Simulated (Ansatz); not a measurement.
# HCl (hydrogen chloride): levels of theory compared

Aim: a comparison of 6 runs (UPBE0/3-21G, UPBE/6-31G*, wB97M-V/6-31G*, CCSD/3-21G, CCSD(T)/6-31G*, UCCSD(T)/6-31G*) of HCl (hydrogen chloride). 

The calculation is run with Ansatz 0.2.0.

56 further runs of the same task are left out: 2 that didn't finish, 54 set aside as unsound or not needed.

### 1 The molecule

HCl: 2 atoms, total charge 0, spin state singlet. As SMILES, `Cl`. The H2–Cl1 distance was set to 2.558 Å, away from the relaxed value.

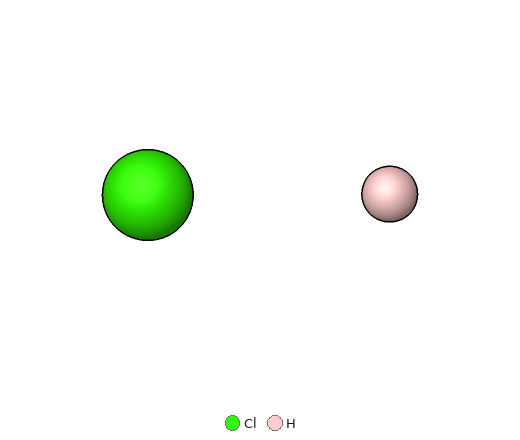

The structure, seen from a chosen angle (chlorine green, hydrogen pink).

### 2 A single-point energy at UPBE0/3-21G (run 1)

in.yaml

```yaml
crystal:
  periodic: [false, false, false]
  atoms:
    - symbol: Cl
      position_ang: [1.638015, -0.535505, 0.842408]
    - symbol: H
      position_ang: [-0.546000, 0.178500, -0.280800]
basis:
  gaussian: {orbitals: 3-21G.json}
hamiltonian: {xc: pbe0}
magnetization: {spin_polarized: true, initial_magnetization: 0}
accuracy: high
```

The basis set 3-21G is read from a file made from the Basis Set Exchange's data (not shown).

Run with:

```bash
ansatz run in.yaml --threads 1 --pin off --max-ram 2610MiB --events-out events.jsonl --progress --plain --runs-dir runs
```

The program printed:

```text
Warning: RAYON_NUM_THREADS=1 ignored (pool sized by the plan → 1); use --threads N
Functional definition: PBE0
  name "PBE0"
  parameter a = 0.25
  parameter kappa = 0.804
  parameter beta = 0.06672455060314922
  exchange = (1 - a)*pbe_x(kappa = kappa, mu = beta*pi^2/3) + a*exact_x
  correlation = pbe_c(beta = beta)
254 factors; integrals over basis functions are off by at most 3.2e-9 eV
mean field evaluation 1: about -12466.2208 eV, gradient 1.6e1 eV
mean field evaluation 2: about -12454.2122 eV, gradient 3.6e1 eV
mean field evaluation 4: about -12469.7566 eV, gradient 6.1e0 eV
mean field evaluation 8: about -12470.1126 eV, gradient 3.6e-2 eV
mean field evaluation 16: about -12470.1126 eV, gradient 1.3e-6 eV
mean field evaluation 32: about -12469.3250 eV, gradient 1.3e1 eV
mean field evaluation 64: about -12470.2509 eV, gradient 4.2e0 eV
mean field -12470.74389775 eV, -458.2913852687 hartree, gradient 4.8e-8 eV, S^2 0.738052; 4 other end points of the search recorded, 0 dependent functions left out
reference -12470.74389905 eV, -458.2913853163 hartree; 9, 9 occupied and 6, 6 virtual orbitals, 254 factors
Total energy: -12470.74389905 eV, -458.2913853163 hartree
```

Run time: 1.4 s. Hardware: 1 thread of Arm Neoverse V2, shared host.

### 3 A single-point energy at UPBE/6-31G(d) (spherical functions) (run 2)

in.yaml

```yaml
crystal:
  periodic: [false, false, false]
  atoms:
    - {symbol: Cl, position_ang: [1.638015, -0.535505, 0.842408]}
    - {symbol: H, position_ang: [-0.546000, 0.178500, -0.280800]}
basis:
  gaussian:
    orbitals: 6-31G_st_-spherical.json
magnetization:
  spin_polarized: true
total_charge: 0
hamiltonian:
  xc: {name: PBE}
accuracy: high
```

The basis set 6-31G* is read from a file made from the Basis Set Exchange's data (not shown).

Run with:

```bash
ansatz run in.yaml --threads 1 --pin off --max-ram 2610MiB --events-out events.jsonl --progress --plain --runs-dir runs
```

The program printed:

```text
Warning: RAYON_NUM_THREADS=1 ignored (pool sized by the plan → 1); use --threads N
Functional definition: PBE
  name "PBE"
[... 2 set-up lines as earlier in the session ...]
  exchange = pbe_x(kappa = kappa, mu = beta*pi^2/3)
[... 1 set-up line as earlier in the session ...]
319 factors; integrals over basis functions are off by at most 3.1e-9 eV
mean field evaluation 1: about -12525.0519 eV, gradient 1.7e1 eV
mean field evaluation 2: about -12506.9771 eV, gradient 4.0e1 eV
mean field evaluation 4: about -12528.7464 eV, gradient 4.3e0 eV
mean field evaluation 8: about -12528.9959 eV, gradient 5.1e-2 eV
mean field evaluation 16: about -12528.9963 eV, gradient 3.2e-5 eV
mean field evaluation 32: about -12529.1770 eV, gradient 1.7e0 eV
mean field evaluation 64: about -12529.2666 eV, gradient 1.5e-7 eV
mean field evaluation 96: about -12529.1589 eV, gradient 1.0e0 eV
mean field -12529.26656482 eV, -460.4420536153 hartree, gradient 2.4e-8 eV, S^2 0.620433; 8 other end points of the search recorded, 0 dependent functions left out
reference -12529.26656700 eV, -460.4420536955 hartree; 9, 9 occupied and 11, 11 virtual orbitals, 319 factors
Total energy: -12529.26656700 eV, -460.4420536955 hartree
```

Wall time 2.7 s (1 thread of Arm Neoverse V2, shared host).

### 4 A single-point energy at wB97M-V/6-31G(d) (spherical functions) (run 3)

job.yaml

```yaml
crystal:
  periodic: [false, false, false]
  atoms:
    - symbol: Cl
      position_ang: [1.638015, -0.535505, 0.842408]
    - symbol: H
      position_ang: [-0.546000, 0.178500, -0.280800]
basis:
  gaussian:
    orbitals: 6-31G_st_-spherical.json
total_charge: 0
magnetization:
  spin_polarized: false
  initial_magnetization: 0
hamiltonian:
  xc: {name: wB97M-V}
accuracy: high
```

The basis set 6-31G* is read from a file made from the Basis Set Exchange's data (not shown).

Run with:

```bash
ansatz run job.yaml --threads 1 --pin off --max-ram 2610MiB --events-out events.jsonl --progress --plain --runs-dir runs
```

The program printed:

```text
Warning: RAYON_NUM_THREADS=1 ignored (pool sized by the plan → 1); use --threads N
Functional definition: wB97M-V
  name "wB97M-V"
  parameter omega = 0.3/bohr
  parameter cx = 0.15
  parameter cx01 = 1.007
  parameter cx10 = 0.259
  parameter css00 = 0.443
  parameter css04 = -1.437
  parameter css10 = -4.535
  parameter css20 = -3.390
  parameter css43 = 4.278
  parameter cos00 = 1.000
  parameter cos10 = 1.358
  parameter cos20 = 2.924
  parameter cos21 = -8.812
  parameter cos60 = -1.390
  parameter cos61 = 9.142
  parameter b = 6.0
  parameter c = 0.01
  gx(w, u) = 1 - cx + cx01*u + cx10*w
  gss(w, u) = css00 + css04*u^4 + css10*w + css20*w^2 + css43*w^4*u^3
  gos(w, u) = cos00 + cos10*w + (cos20 + cos21*u)*w^2 + (cos60 + cos61*u)*w^6
  exchange = spin_sum(e_x_unif_sr(omega)*gx(b97_w, b97_u_x)) + cx*exact_x_sr(omega) + exact_x_lr(omega)
  correlation = spin_sum(e_c_pw_mod_same_spin*gss(b97_w, b97_u_same))
      + integral(e_c_pw_mod_opposite_spin*gos(b97_w_opposite, b97_u_opposite)) + vv10(b, c)
319 factors; integrals over basis functions are off by at most 3.1e-9 eV
116 factors; integrals over basis functions are off by at most 1.4e-9 eV
mean field evaluation 1: about -12529.3777 eV, gradient 2.0e1 eV
mean field evaluation 2: about -12525.9150 eV, gradient 4.1e1 eV
mean field evaluation 4: about -12532.8269 eV, gradient 2.6e0 eV
mean field evaluation 8: about -12532.8520 eV, gradient 6.1e-2 eV
mean field evaluation 16: about -12532.8520 eV, gradient 1.5e-6 eV
mean field -12532.85197139 eV, -460.5738148765 hartree, gradient 6.0e-9 eV, S^2 0.000000; 0 other end points of the search recorded, 0 dependent functions left out
reference -12532.85197372 eV, -460.5738149621 hartree; 9, 9 occupied and 11, 11 virtual orbitals, 319 factors
Total energy: -12532.85197372 eV, -460.5738149621 hartree
```

Wall time 3.9 s (1 thread of Arm Neoverse V2, shared host); peak memory 0.15 GiB.

Runs 4 to 5 aren't shown in full; the table further down has their settings and results.

### 5 The energy at UCCSD(T)/6-31G(d) (spherical functions) (run 6)

molecule.yaml

```yaml
basis:
  gaussian:
    orbitals: 6-31G_st_-spherical.json
crystal:
  periodic: [false, false, false]
  atoms:
    - symbol: Cl
      position_ang: [1.638015, -0.535505, 0.842408]
    - symbol: H
      position_ang: [-0.546000, 0.178500, -0.280800]
magnetization:
  spin_polarized: true
  initial_magnetization: 0
correlation:
  method: ccsd_t
  frozen_orbitals: {Cl: 5, H: 0}
accuracy: high
scf:
  omitted_lower_state_checks: [cluster_reference, increment]
```

The basis set 6-31G* is read from a file made from the Basis Set Exchange's data (not shown).

Run with:

```bash
ansatz run molecule.yaml --threads 1 --pin off --max-ram 2610MiB --events-out events.jsonl --progress --plain --runs-dir runs
```

The program printed:

```text
Warning: RAYON_NUM_THREADS=1 ignored (pool sized by the plan → 1); use --threads N
Functional definition: HF
  name "HF"
  exchange = exact_x
  correlation = 0
these checks for a lower state are left out or cut short: cluster_reference, increment
319 factors; integrals over basis functions are off by at most 3.1e-9 eV
mean field evaluation 1: about -12510.6099 eV, gradient 1.3e1 eV
mean field evaluation 2: about -12510.6122 eV, gradient 1.3e1 eV
mean field evaluation 4: about -12513.3318 eV, gradient 2.7e0 eV
mean field evaluation 8: about -12513.3919 eV, gradient 1.9e-5 eV
mean field evaluation 16: about -12515.6336 eV, gradient 2.5e0 eV
mean field evaluation 32: about -12515.8213 eV, gradient 1.0e-3 eV
mean field evaluation 64: about -12515.8213 eV, gradient 1.5e-6 eV
mean field evaluation 96: about -12515.8197 eV, gradient 8.7e-2 eV
mean field evaluation 128: about -12515.8124 eV, gradient 1.1e0 eV
mean field evaluation 160: about -12515.5695 eV, gradient 4.4e-1 eV
mean field -12515.82131412 eV, -459.9479497656 hartree, gradient 2.0e-8 eV, S^2 0.935158; 14 other end points of the search recorded, 0 dependent functions left out
5 core orbitals not correlated: weight in the atoms' cores, before any rotation towards them, 1.000 or more for the frozen orbitals, at most 0.000 for the correlated occupied ones
reference -12515.82131412 eV, -459.9479497656 hartree; 4, 4 occupied and 11, 11 virtual orbitals, 319 factors
second order -2.83631770 eV of doubles, -0.00000000 eV of singles
cycle   1  -3.19908671 eV  change   -3.6e-1 eV  update   3.6e-2
cycle   2  -3.29412914 eV  change   -9.5e-2 eV  update   1.5e-2
cycle   3  -3.30546688 eV  change   -1.1e-2 eV  update   1.0e-2
cycle   4  -3.31149832 eV  change   -6.0e-3 eV  update   8.6e-3
cycle   5  -3.33185413 eV  change   -2.0e-2 eV  update   7.1e-3
cycle   6  -3.35514805 eV  change   -2.3e-2 eV  update   4.7e-3
cycle   7  -3.36149604 eV  change   -6.3e-3 eV  update   1.6e-3
cycle   8  -3.36229276 eV  change   -8.0e-4 eV  update   4.1e-4
cycle   9  -3.36231093 eV  change   -1.8e-5 eV  update   1.5e-4
cycle  10  -3.36228908 eV  change    2.2e-5 eV  update   5.2e-5
cycle  11  -3.36229363 eV  change   -4.6e-6 eV  update   2.2e-5
cycle  12  -3.36228340 eV  change    1.0e-5 eV  update   8.3e-6
cycle  13  -3.36228329 eV  change    1.0e-7 eV  update   2.8e-6
cycle  14  -3.36228397 eV  change   -6.8e-7 eV  update   7.0e-7
cycle  15  -3.36228439 eV  change   -4.2e-7 eV  update   1.6e-7
cycle  16  -3.36228444 eV  change   -4.8e-8 eV  update   5.6e-8
cycle  17  -3.36228439 eV  change    4.9e-8 eV  update   3.6e-8
cycle  18  -3.36228436 eV  change    3.4e-8 eV  update   1.6e-8
cycle  19  -3.36228419 eV  change    1.6e-7 eV  update   1.5e-7
cycle  20  -3.36228400 eV  change    1.9e-7 eV  update   1.3e-7
cycle  21  -3.36228374 eV  change    2.6e-7 eV  update   1.1e-7
cycle  22  -3.36228355 eV  change    1.9e-7 eV  update   7.2e-8
cycle  23  -3.36228333 eV  change    2.2e-7 eV  update   4.4e-8
cycle  24  -3.36228331 eV  change    1.9e-8 eV  update   7.0e-9
cycle  25  -3.36228330 eV  change    7.0e-9 eV  update   2.0e-9
cycle  26  -3.36228330 eV  change   5.8e-10 eV  update  3.7e-10
perturbative correction -0.08749605 eV, -0.0032154204 hartree
Total energy: -12519.27109347 eV, -460.0747268184 hartree
Checks for a lower state left out: cluster_reference, increment
```

Run time: 0.54 s. Hardware: 1 thread of Arm Neoverse V2, shared host.

### 6 The series

| run | level | frozen core orbitals | energy (Eh) | wall time |
| --- | --- | --- | --- | --- |
| 1 | UPBE0/3-21G | – | -458.291385 | 1.4 s |
| 2 | UPBE/6-31G* (spherical functions) | – | -460.442054 | 2.7 s |
| 3 | wB97M-V/6-31G* (spherical functions) | – | -460.573815 | 3.9 s |
| 4 | CCSD/3-21G | 5 | -457.820872 | 0.14 s |
| 5 | CCSD(T)/6-31G* (spherical functions) | 5 | -460.081087 | 0.22 s |
| 6 | UCCSD(T)/6-31G* (spherical functions) | 5 | -460.074727 | 0.54 s |

### 7 Results

| quantity | value |
| --- | --- |
| run 6: total energy | -460.07473 Eh |
| run 6: correlation energy (5 core orbitals frozen) | -126.8 mEh |
| run 6: (T) correction | -3.22 mEh |
| run 6: ⟨S²⟩ of the reference determinant | 0.935 |
| run 6: T1 diagnostic | 0.030 |

What this shows: Totals of different functionals can't be ranked against each other. In runs 4, 5 the T1 diagnostic is large, so a single reference may not serve. In runs 4, 5 the log says that unrestricted orbitals would lower the reference, so the values rest on an unstable closed-shell determinant (other closed-shell runs at this shape may share the fault). In runs 3, 4, 5 a closed-shell determinant meets a far-stretched bond, which it describes badly. Spin contamination of the reference: run 6 ⟨S²⟩ = 0.94, run 1 ⟨S²⟩ = 0.74, run 2 ⟨S²⟩ = 0.62. Where it is this large, the reference is a mixture of spin states, and values that rest on it are in doubt. All runs together took 8.9 s, the longest 3.9 s.
